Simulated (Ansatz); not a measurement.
We consider rock-salt TbN, described by BLYP in Ansatz (plane waves, PAW).

Run with plane-wave cutoff 520 eV, 20×20×20 k mesh, Fermi–Dirac smearing 0.05 eV, spin-polarised with parallel moments, scalar-relativistic PAW data made under PBE.

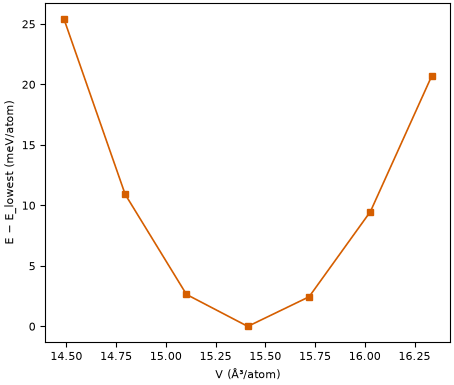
*Total energy against volume*

**Question.** From the curve, estimate the equilibrium volume and the bulk modulus.

**Answer.** V0 ≈ 15.4 Å³/atom and B0 ≈ 130 GPa; the fit gives V0 = 15.412 Å³/atom, B0 = 132 GPa, B′ = 4.1.

Measured, for comparison: equilibrium volume per atom 14.90 Å³/atom (temperature not stated, no zero-point or thermal correction; as tabulated in Natali et al. (2013), arXiv:1208.2410). Computed (rounded) less measured: equilibrium volume per atom +3.4 %.

Note: the magnetic order was assumed, not searched for or taken from measurement; the 4f shell is treated without U or exact exchange, so its levels and filling can be wrong.

Spin–orbit coupling is not included; it can open a gap where bands touch, and shift volumes and moduli.

Static lattice: no zero-point or thermal effects.

Cost on a shared machine: around 25 core-minutes (rough).

Ansatz is a quantum-chemistry and plane-wave program.
